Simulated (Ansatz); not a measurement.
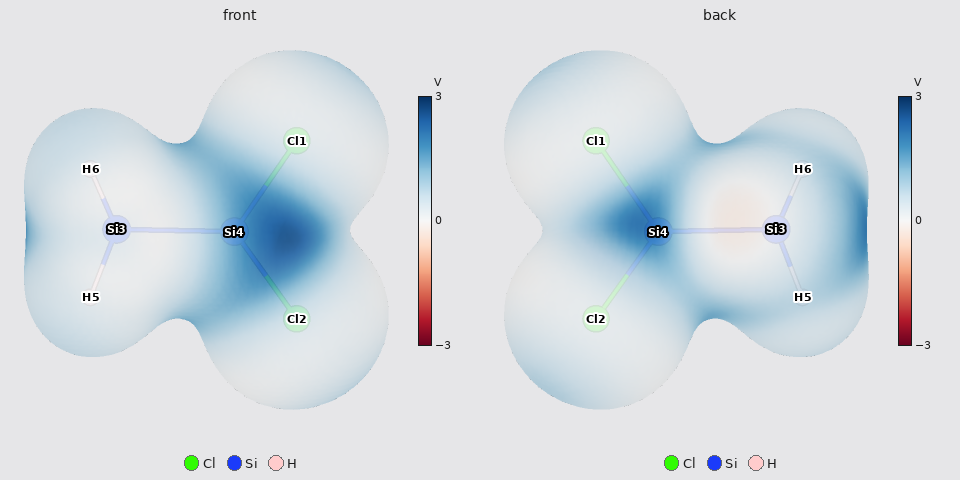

The picture shows: Cl₂H₂Si₂ (SMILES [SiH2]=[Si](Cl)Cl). The molecular electrostatic potential painted on the density surface at 0.004 e/bohr³, seen from the front and from behind; red is negative and blue positive.

Geometry: B3LYP-D3(BJ)/def2-SVP.

All numbers below come from isolated molecule in a Gaussian basis; Kohn-Sham density functional theory, functional PBE0 (Ansatz 0.2.0).

```xyz
6

Cl    0.5385   -1.1490   -2.4769
Cl    0.8139   -0.6632    0.8147
Si   -1.7707    1.3966   -0.9661
Si    0.1062    0.1664   -0.9417
H    -1.4936    2.4433    0.0771
H    -1.6921    2.0936   -2.2960
```

> Where is the surface potential most negative and most positive?

The most negative region (about −0.2 V) lies over H5, the most positive (about +2.5 V, or +58 kcal/mol for a unit charge) over Si4. Cl1 shows a σ-hole: about +0.8 V, or +18 kcal/mol for a unit charge at the tip opposite its bond, against about +0.1 V on its flanks. Cl2 shows a σ-hole: about +0.8 V, or +18 kcal/mol for a unit charge at the tip opposite its bond, against about +0.1 V on its flanks.

> What dipole moment does the calculation give?

Its dipole moment is 0.40 D.
